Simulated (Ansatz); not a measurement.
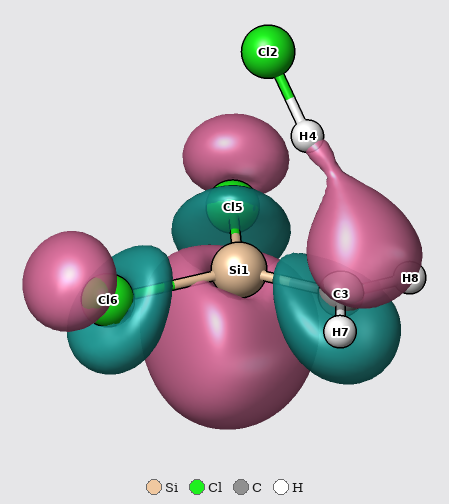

Figure 1: CH2Cl2Si···HCl. The LUMO at ±0.1 Å⁻³ᐟ² (teal and pink are the two phases), seen at a tilt.

Method: RKS r2SCAN/def2-SVP in Ansatz.

```yaml
atoms:
  - { symbol: Si, position_ang: [-0.6907, 0.5268, 0.4704] }
  - { symbol: Cl, position_ang: [2.5424, -0.5966, 0.7294] }
  - { symbol: C, position_ang: [-0.6217, -0.2840, -1.0235] }
  - { symbol: H, position_ang: [1.5060, -0.7159, -0.0780] }
  - { symbol: Cl, position_ang: [-0.0136, 2.4171, 0.7838] }
  - { symbol: Cl, position_ang: [-1.4418, -0.2797, 2.1784] }
  - { symbol: H, position_ang: [-1.0511, -1.2831, -1.1449] }
  - { symbol: H, position_ang: [-0.2294, 0.2152, -1.9158] }
```

Question: Describe this orbital and give its energy.

Answer: It lies mainly on Si1 (about 50 %), C3 (about 20 %), Cl6 (about 15 %) and Cl5 (about 15 %). Its energy is −1.86 eV.
